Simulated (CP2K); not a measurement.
**InNH2Cl (SMILES [NH2][In][Cl]) at PM3**

Aim: the energy change on altering one bond length of InNH2Cl at PM3, from 2 runs. 

Program for the calculation: CP2K 2026.2.

2 further runs of the same task are left out: 1 that didn't finish, 1 set aside as unsound or not needed.

**1. The molecule**

The species is InNH2Cl (5 atoms), meant as a doublet with charge 0. SMILES: `[NH2][In][Cl]`. The coordinates come from a PBE0-D4/def2-TZVP relaxation. This is one conformer, not always the lowest.

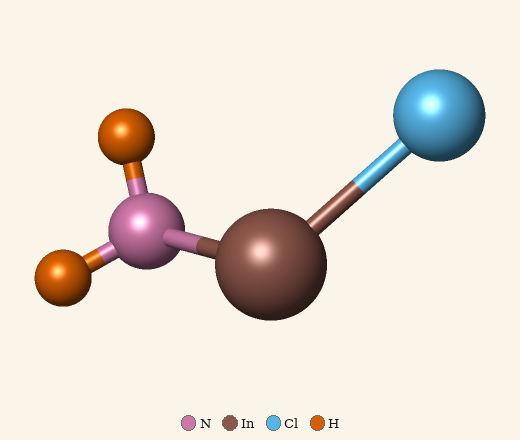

The structure, seen from a chosen angle (nitrogen pink, indium brown, chlorine blue, hydrogen orange).

**2. The energy at PM3**

Contents of molecule.xyz:

```xyz
5

N     -0.142600     0.808600    -0.493900
In    -0.411600    -1.217800    -0.153300
Cl     1.391500    -2.211500     1.018700
H     -0.999700     1.283800    -0.756700
H      0.212300     1.263200     0.343800
```

Contents of mol.inp:

```
&FORCE_EVAL
 METHOD QUICKSTEP
 &DFT
  CHARGE 0
  MULTIPLICITY 2
  LSD T
  &QS
   METHOD PM3
   EPS_DEFAULT 1.0E-10
   &SE
    &COULOMB
     CUTOFF [angstrom] 50
     RC_RANGE [angstrom] 0
    &END COULOMB
    &EXCHANGE
     CUTOFF [angstrom] 50
     RC_RANGE [angstrom] 0
    &END EXCHANGE
   &END SE
  &END QS
  &POISSON
   PERIODIC NONE
   POISSON_SOLVER ANALYTIC
  &END POISSON
  &SCF
   SCF_GUESS ATOMIC
   EPS_SCF 1.0E-06
   MAX_SCF 80
   ADDED_MOS 8
   &DIAGONALIZATION
    ALGORITHM STANDARD
   &END DIAGONALIZATION
   &MIXING
    METHOD DIRECT_P_MIXING
    ALPHA 0.4
   &END MIXING
  &END SCF
  &PRINT
   &MOMENTS
    PERIODIC F
    REFERENCE COM
    MAX_MOMENT 1
   &END MOMENTS
   &MO ON
    ENERGIES T
    OCCUPATION_NUMBERS T
    NDIGITS 6
    &EACH
     QS_SCF 0
    &END EACH
    ADD_LAST NUMERIC
   &END MO
   &HIRSHFELD OFF
   &END HIRSHFELD
  &END PRINT
 &END DFT
 &SUBSYS
  &CELL
   ABC [angstrom] 10.4 11.5 9.8
   PERIODIC NONE
  &END CELL
  &TOPOLOGY
   COORD_FILE_NAME molecule.xyz
   COORD_FILE_FORMAT XYZ
   &CENTER_COORDINATES
   &END CENTER_COORDINATES
  &END TOPOLOGY
 &END SUBSYS
&END FORCE_EVAL

&GLOBAL
 PROJECT mol
 RUN_TYPE ENERGY
 PRINT_LEVEL MEDIUM
&END GLOBAL
```

Launch:

```sh
$ OMP_NUM_THREADS=1 cp2k.psmp -i mol.inp -o mol.out
```

Log (excerpt; [...] marks lines left out):

```text
CP2K| version string:                                       CP2K version 2026.2
[...]
 GLOBAL| Method name                                                        CP2K
[...]
 GLOBAL| Run type                                                         ENERGY
[...]
 *** WARNING in qs_environment.F:2191 :: More ADDED_MOs requested for beta ***
 *** spin than available.                                                  ***
 *** WARNING in qs_environment.F:2210 :: More added MOs requested than     ***
 *** available. The full set of unoccupied MOs will be used. Use           ***
 *** 'ADDED_MOS -1' to always use all available MOs and to get rid of this ***
[...]
                             - Atoms:                                          5
[...]
                             - Spherical basis functions:                     14
[...]
 Number of electrons:                                                          9
[...]
     1 P_Mix/Diag. 0.40E+00    0.0     0.52063712       -17.8822766617 -1.79E+01
[...]
    32 DIIS/Diag.  0.26E-06    0.0     0.00000093       -20.7305231000 -7.08E-12
  *** SCF run converged in    32 steps ***
  Core-core repulsion energy [eV]:                            513.90895147153856
  Core Hamiltonian energy [eV]:                              -848.90267220590738
  Two-electron integral energy [eV]:                         -458.22500177608373
  Electronic energy [eV]:                                   -1078.01517309394922
  Total energy [eV]:                                         -564.10622162241066
  Atomic reference energy [eV]:                               564.12151177986982
  Heat of formation [kcal/mol]:                                 0.35259943537857
[...]
 SE_DIPOLE| Moment [Debye]          1.85075546      -3.55226383       0.63000374
 SE_DIPOLE| Derivative [a.u.]       0.00000000       0.00000000       0.00000000
 ENERGY| Total FORCE_EVAL ( QS ) energy [hartree]            -20.730523100040546
[...]
```

Wall time 0.37 s (1 thread of Arm Neoverse V1, shared host); peak memory 0.14 GiB.

**3. The distorted shape at the same level**

Contents of molecule.xyz:

```xyz
5

N     -1.044142     1.305446    -1.079895
In    -1.313142    -0.720954    -0.739295
Cl     1.391500    -2.211500     1.018700
H     -1.901242     1.780646    -1.342695
H     -0.689242     1.760046    -0.242195
```

Contents of qs.inp:

```
&GLOBAL
   PROJECT_NAME qs
   RUN_TYPE ENERGY
   PRINT_LEVEL MEDIUM
&END GLOBAL
&FORCE_EVAL
   METHOD QUICKSTEP
   &DFT
      MULTIPLICITY 2
      UNRESTRICTED_KOHN_SHAM T
      &QS
         METHOD PM3
         EPS_DEFAULT 1.0E-10
         &SE
            &COULOMB
               CUTOFF [angstrom] 50
               RC_RANGE [angstrom] 0
            &END COULOMB
            &EXCHANGE
               CUTOFF [angstrom] 50
               RC_RANGE [angstrom] 0
            &END EXCHANGE
         &END SE
      &END QS
      &POISSON
         PERIODIC NONE
         POISSON_SOLVER ANALYTIC
      &END POISSON
      &SCF
         SCF_GUESS ATOMIC
         EPS_SCF 1.0E-06
         MAX_SCF 80
         ADDED_MOS 8
         &DIAGONALIZATION
            ALGORITHM STANDARD
         &END DIAGONALIZATION
         &MIXING
            METHOD DIRECT_P_MIXING
            ALPHA 0.4
         &END MIXING
      &END SCF
      &PRINT
         &MOMENTS
            PERIODIC F
            REFERENCE COM
            MAX_MOMENT 1
         &END MOMENTS
         &MO ON
            ENERGIES T
            OCCUPATION_NUMBERS T
            NDIGITS 6
            &EACH
               QS_SCF 0
            &END EACH
            ADD_LAST NUMERIC
         &END MO
         &HIRSHFELD OFF
         &END HIRSHFELD
      &END PRINT
   &END DFT
   &SUBSYS
      &CELL
         ABC 11.3 12 10.4
         PERIODIC NONE
      &END CELL
      &TOPOLOGY
         COORD_FILE_NAME molecule.xyz
         COORD_FILE_FORMAT XYZ
         &CENTER_COORDINATES
         &END CENTER_COORDINATES
      &END TOPOLOGY
   &END SUBSYS
&END FORCE_EVAL
```

Launch:

```sh
$ OMP_NUM_THREADS=1 cp2k.psmp -i qs.inp -o qs.out
```

Log (excerpt; [...] marks lines left out):

```text
CP2K| version string:                                       CP2K version 2026.2
[...]
 GLOBAL| Method name                                                        CP2K
[...]
 GLOBAL| Run type                                                         ENERGY
[...]
 *** WARNING in qs_environment.F:2191 :: More ADDED_MOs requested for beta ***
 *** spin than available.                                                  ***
 *** WARNING in qs_environment.F:2210 :: More added MOs requested than     ***
 *** available. The full set of unoccupied MOs will be used. Use           ***
 *** 'ADDED_MOS -1' to always use all available MOs and to get rid of this ***
[...]
                             - Atoms:                                          5
[...]
                             - Spherical basis functions:                     14
[...]
 Number of electrons:                                                          9
[...]
     1 P_Mix/Diag. 0.40E+00    0.0     0.54477796       -17.9493590405 -1.79E+01
[...]
    65 DIIS/Diag.  0.51E-06    0.0     0.00000098       -20.6291352713 -9.84E-13
  *** SCF run converged in    65 steps ***
  Core-core repulsion energy [eV]:                            446.48368061819389
  Core Hamiltonian energy [eV]:                              -847.70645978669813
  Two-electron integral energy [eV]:                         -320.24907865623879
  Electronic energy [eV]:                                   -1007.83099911481759
  Total energy [eV]:                                         -561.34731849662353
  Atomic reference energy [eV]:                               564.12151177986982
  Heat of formation [kcal/mol]:                                63.97442197191310
[...]
 SE_DIPOLE| Moment [Debye]          2.27992719      -2.58846930       0.49408926
 SE_DIPOLE| Derivative [a.u.]       0.00000000       0.00000000       0.00000000
 ENERGY| Total FORCE_EVAL ( QS ) energy [hartree]            -20.629135271316709
[...]
```

It took 0.43 s on 1 thread of Arm Neoverse V1, shared host; peak memory 0.14 GiB.

**4. Outcome**

At PM3:

| quantity | value |
| --- | --- |
| first shape: total energy | -20.73052 Eh |
| first shape: dipole moment | 4.05 D |
| first shape: HOMO energy (highest over α and β) | -9.54 eV |
| first shape: LUMO energy (lowest over α and β) | -2.30 eV |
| first shape: heat of formation | 0.4 kcal/mol |
| distorted shape: total energy | -20.62914 Eh |
| distorted shape: dipole moment | 3.48 D |
| distorted shape: HOMO energy (highest over α and β) | -8.63 eV |
| distorted shape: LUMO energy (lowest over α and β) | -3.47 eV |
| distorted shape: heat of formation | 64.0 kcal/mol |
| energy change with the In2–Cl3 bond stretched from 2.369 to 3.553 Å | 2.759 eV |

With the In2–Cl3 bond stretched from 2.369 to 3.553 Å the energy rises by 2.76 eV (266 kJ/mol). The first shape isn't relaxed at this level, so the change isn't measured from a minimum.
